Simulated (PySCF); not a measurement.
## Electronic structure of C₃H₈ClGeN (SMILES [NH2][Ge]1([Cl])[CH2]C[CH2]1) in real space

```csv
atom,x (Å),y (Å),z (Å)
N,2.2776,0.7119,0.2669
Ge,0.7346,-0.1716,0.7236
Cl,1.2207,-1.0915,2.5775
C,-0.9816,0.8723,0.5127
C,-1.3088,0.0510,-0.7479
C,-0.4098,-1.1900,-0.6236
H,2.2937,1.1316,-0.6507
H,3.1474,0.2224,0.4207
H,-1.6825,0.6630,1.3188
H,-0.9619,1.9470,0.3533
H,-2.3658,-0.2040,-0.8187
H,-1.0378,0.6181,-1.6387
H,0.0043,-1.5415,-1.5653
H,-0.9309,-2.0193,-0.1510
```

Geometry: GFN2-xTB.

Method: PBE0/def2-SVPD, SCF density, gas phase (PySCF).

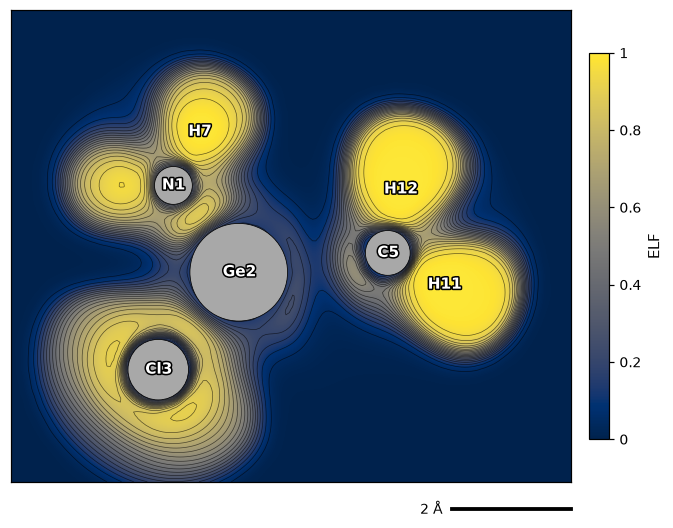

Figure 1. ELF on the plane of atoms H11, C5 and H12. Grey discs cover the atomic cores.

> What does the map show?

Atoms in the plane: N, Ge, Cl, C and H.
Ge–N (1.84 Å): the ELF peaks at about 0.90 in the valence shell of N, 0.7 Å from its nucleus, and is about 0.50 at the midpoint.
Ge–Cl (2.13 Å): the ELF peaks at about 0.85 in the valence shell of Cl, 0.8 Å from its nucleus, and is about 0.65 at the midpoint.
N–H (1.01 Å): the ELF climbs to about 1 towards the hydrogen, as it does in any bond to H (an ordinary covalent bond to hydrogen).
C–H (1.09 Å): the ELF climbs to about 1 towards the hydrogen; a covalent bond by its length.
The ELF also peaks beside Cl3, away from the bonds: lone-pair regions.

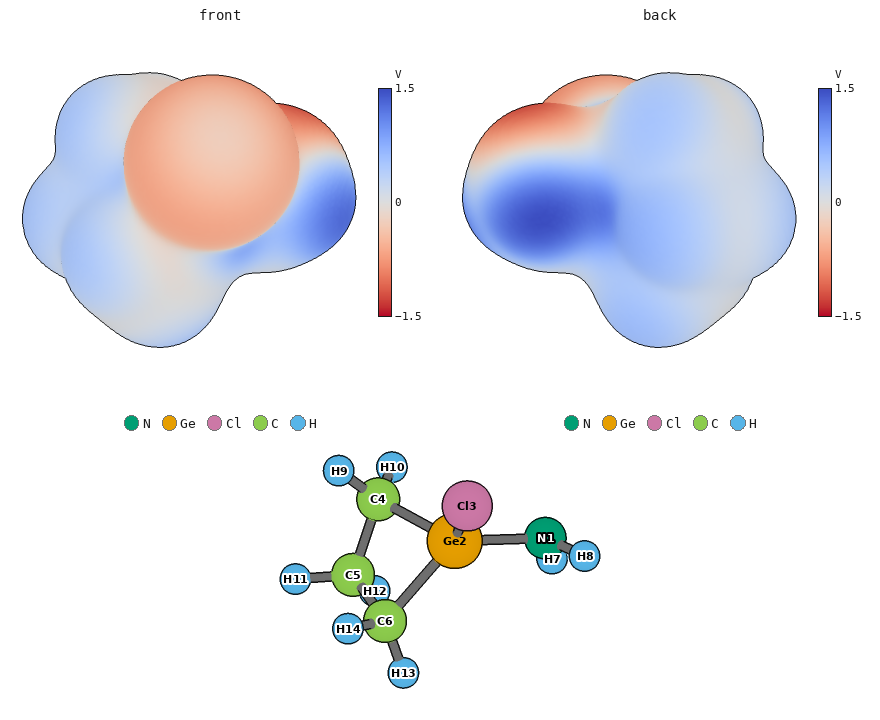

Figure 2. The molecular electrostatic potential painted on the density surface at 0.001 e/bohr³, seen from the front and from behind; the colour scale runs from red (negative) to blue (positive). The bare structure is drawn below in the same view.

> Where is the surface potential most negative and most positive?

The most negative region (about −1.2 V) lies over N1, the most positive (about +1.4 V) over H7. N1 is the likeliest acceptor of a hydrogen bond.

> What dipole moment does the calculation give?

Its dipole moment is 2.57 D.
